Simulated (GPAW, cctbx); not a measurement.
# Bonding in Al2RhW2 as X-rays see it

Question: by how much does bonding change the X-ray structure factors of Al2RhW2, and what does a routine refinement make of it?

The cell comes from substitution in a known structure type and wasn't matched to any measured phase. All numbers below are calculated.

## Step 1: Find the equilibrium geometry

The density hangs on the geometry, so cell and atoms are relaxed first, with the symmetry held. The cutoff is set higher than for the density because stress converges slowly with plane waves.

Settings: GPAW 26.7.0, PBE, 570 eV, 6×6×6 k-points, Fermi–Dirac width 0.1 eV, BFGS to 0.03 eV/Å.

```text
cell
1.0
    -3.543000000    0.000000000    0.000000000
    -1.771500000   -2.509000000    3.919500000
    -1.771500000    2.509000000    3.919500000
W Rh Al
2 1 2
Direct
0.795600000 0.704400000 0.704400000
0.204400000 0.295600000 0.295600000
0.000000000 0.000000000 0.000000000
0.500000000 0.298800000 0.701200000
0.500000000 0.701200000 0.298800000
```

```console
$ OMP_NUM_THREADS=1 mpirun -n 4 gpaw python run.py > gpaw.log
```

```text
BFGS:    0      -36.278321        6.020344
BFGS:    1      -37.079948        2.125157
BFGS:    2      -37.281860        1.521180
BFGS:    3      -37.414937        1.037005
...
BFGS:   17      -37.580495        0.047470
BFGS:   18      -37.580589        0.030033
BFGS:   19      -37.580651        0.013192
cell  3.8441 5.0027 5.0027  62.59 67.41 67.41
volume 76.289 A^3, largest force 0.013 eV/A, largest stress 0.07 GPa
```

After 19 steps the volume has changed by +9.5 % and the energy by -1.302 eV; the largest stress left is 0.07 GPa. It took 4.6 min on 4 cores of Intel(R) Xeon(R) Platinum 8375C CPU @ 2.90GHz (Ice Lake) (shared host), peak memory 1.2 GiB.

Relaxed structure: Immm (no. 71), a = 3.8441 Å, b = 5.1976 Å, c = 7.6365 Å, α = 90.00°, β = 90.00°, γ = 90.00°.

```csv
atom,mult.,x,y,z
W1,4,0,1/2,0.1943
Rh1,2,0,0,0
Al1,4,1/2,0.7327,0
```

## Step 2: The all-electron density

X-rays see the whole electron density, so the PAW density is rebuilt with its core regions. Subtracting spherical free atoms from the same code cancels the cores and leaves the deformation density Δρ, the part due to bonding.

Settings: PBE, 450 eV, 7×7×7 k-points, Fermi–Dirac width 0.1 eV; primitive cell of 5 atoms.

```console
$ OMP_NUM_THREADS=1 mpirun -n 4 gpaw python run.py > gpaw.log
```

```text
|iter:   1|       0s |  -39.192437 | +0.28 |       |
|iter:   2|       1s |  -38.746454 | -1.79 | -1.07 |
|iter:   3|       2s |  -37.698227 | -0.88 | -1.11 |
...
|iter:   9|      10s |  -37.506862c| -6.27 | -3.84 |
|iter:  10|      11s |  -37.506857c| -7.15 | -4.25c|
|iter:  11|      12s |  -37.506854c| -7.89c| -4.74c|
```

```text
gpts.py:43: UserWarning: Initial realspace grid (20,25,25) inconsistent with symmetries.
gpts.py:43: UserWarning: Initial realspace grid (20,25,25) inconsistent with symmetries.
gpts.py:43: UserWarning: Initial realspace grid (20,25,25) inconsistent with symmetries.
gpts.py:43: UserWarning: Initial realspace grid (20,25,25) inconsistent with symmetries.
gpts.py:70: UserWarning: Using symmetrized grid: (25,25,25).
gpts.py:70: UserWarning: Using symmetrized grid: (25,25,25).
gpts.py:70: UserWarning: Using symmetrized grid: (25,25,25).
gpts.py:70: UserWarning: Using symmetrized grid: (25,25,25).
grid (50, 50, 50)  electrons 219.000  moved by bonding 1.180 e
deformation density beyond 0.5 A of the nuclei: max 0.211, min -0.323 e/A^3
atom        x       y       z   Voronoi charge  moment
W 1    0.8058  0.6942  0.6942      0.166       0.00
W 2    0.1942  0.3058  0.3058      0.166       0.00
Rh3    0.0000  0.0000  0.0000     -0.031       0.00
Al4    0.5000  0.2673  0.7327     -0.150       0.00
Al5    0.5000  0.7327  0.2673     -0.150       0.00
mean inner potential of superposed free atoms 28.519 V
total magnetic moment 0.000 muB
```

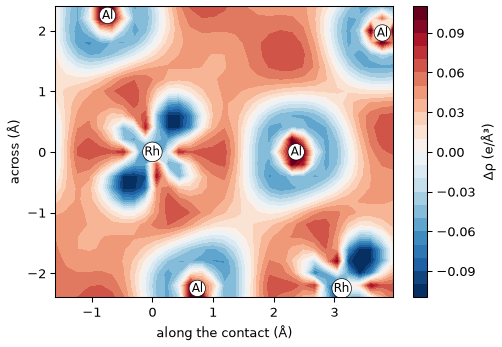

Deformation density in a plane through the shortest contact of the Rh atom at the origin; red gains electrons, blue loses them.

Al gains most (-0.15 e) and W loses most (+0.17 e), which isn't the order of electronegativity: valence and coordination count too, and Voronoi cells cut space at the midplane whatever the atoms' sizes. Along the shortest contact from the Rh atom at the map's origin, Rh–Al at 2.37 Å, Δρ is +0.07 e/Å³ at the midpoint; the highest value on the line, +0.08, lies at the edge of the range, 0.5 Å from Rh, and is an atomic rather than a bond feature: a modest build-up. At the midpoints of other shortest contacts it is +0.02 (Al–Al, 2.42 Å), +0.02 (W–Al, 2.71 Å), +0.05 (W–W, 2.97 Å) and +0.03 (W–Rh, 2.99 Å) e/Å³. Point values carry grid noise of about 0.01 e/Å³. The run needed 11 iterations, 22 s.

## Step 3: Structure factors

The Fourier components of Δρ, added to those of the free atoms, give the static X-ray structure factors; the Mott–Bethe relation turns them into the Fourier components V of the potential that fast electrons feel.

```text
static structure factors of the conventional cell: F in electrons, V (Mott-Bethe) in volts
   h  k  l      d  |F| table  |F| free   |F| DFT   change   |V| free  |V| DFT  change %
   0  1  1  4.2968    17.037    17.048    17.116    0.068     0.102    0.064    -36.8
   0  0  2  3.8182    84.466    84.338    83.675   -0.663     0.024    0.267   1010.1
   1  0  1  3.4336   129.186   128.959   128.676   -0.283     3.761    3.861      2.7
   1  1  0  3.0907   180.167   180.131   180.038   -0.092     5.801    5.827      0.5
   0  2  0  2.5988   288.954   288.564   287.992   -0.572     9.468    9.584      1.2
   1  1  2  2.4023   264.470   264.128   263.321   -0.806    10.022   10.162      1.4
   0  1  3  2.2861   278.465   278.055   277.089   -0.966     9.918   10.070      1.5
   0  2  2  2.1484   149.513   149.278   148.787   -0.491     5.238    5.306      1.3
   1  0  3  2.1224   174.695   174.402   173.951   -0.451     6.019    6.080      1.0
   1  2  1  2.0722   182.757   182.501   181.826   -0.675     7.720    7.807      1.1
   2  0  0  1.9221   331.915   331.325   330.163   -1.162    11.839   11.968      1.1
   0  0  4  1.9091   137.794   137.608   137.129   -0.479     5.953    6.005      0.9
   2  1  1  1.7545    18.323    18.178    18.454    0.277     0.087    0.113     29.2
   2  0  2  1.7168    77.641    77.353    77.921    0.568     0.614    0.563     -8.2
```

The largest X-ray change is -1.16 e on 200, 0.4 % of |F|. For electrons V goes as (Z − F)/g², so a change of F counts against Z − F, which is small at low angle and wherever the atoms' terms cancel: |V| of 011 moves by -36.8 % (0.10 to 0.06 V) against +0.4 % in |F|. The last three rows still change by up to 0.57 e; the table stops while the angles are still low. The tabulated Hartree–Fock atoms differ from the free DFT atoms by up to 0.59 e, so the choice of reference atom matters too.

## Step 4: Refining ordinary atoms against data with bonding

Routine crystallography fits spherical atoms. To see the bias, intensities are simulated from tabulated atoms plus the DFT change ΔF, so that bonding alone can misfit (2522 reflections of the full sphere, merged to the counts below, to 0.5 Å, 0.5 % proportional noise plus counting noise, assumed isotropic U as listed, Δρ smeared by the mean U) and refined with cctbx over different ranges.

| range | data | R1 | GooF | U W1 (true 0.0055) | U Rh1 (true 0.0067) | U Al1 (true 0.0102) | largest shift (Å) | Δρ max, min (e/Å³) |
| --- | --- | --- | --- | --- | --- | --- | --- | --- |
| all data | 390 | 0.0033 | 0.96 | 0.0055 | 0.0067 | 0.0101 | 0.0005 | 0.31, -0.44 |
| low resolution, d > 0.84 | 92 | 0.0026 | 1.09 | 0.0055 | 0.0067 | 0.0100 | 0.0005 | 0.21, -0.23 |
| high order, d < 0.75 | 262 | 0.0038 | 0.92 | 0.0055 | 0.0067 | 0.0101 | 0.0005 | 0.33, -0.30 |
| occupancies free, d > 0.7 | 156 | 0.0028 | 1.03 | 0.0055 | 0.0066 | 0.0098 | 0.0006 | 0.29, -0.28 |

With all data GooF is 0.96, so at this noise the bonding hardly shows; the top residual peak, near noise level, lies 0.69 Å from Rh and 1.86 Å from Al. No U is off by more than 3 s.u. at low resolution. With W1 held at 1 and the scale free, the other occupancies refine to Rh1 0.998(0.001) and Al1 0.995(0.004), within three s.u. of full.

## Step 5: Answer

Bonding moves 1.18 e in the primitive cell of Al2RhW2 and changes the structure factors of the conventional cell in the table above by at most 1.16 e (200, 0.4 %), and among reflections above 2 % of the strongest by up to 1.5 % (211). The shortest bond, Rh–Al, has Δρ = +0.07 e/Å³ at its midpoint. With all data GooF is 0.96, so at this noise the bonding hardly shows. Limits: static density, frozen cores, no spin–orbit coupling.

[Outputs are excerpts: Python notices, other lines and further rows are left out; steps that failed or that the build refused (PBEsol, TPSS) are not shown.]

[Logs are printed without paths, hosts, clocks, repeated set-up lines and the standing remarks that a program may print on its own settings, such as how far it seeks lower states.]
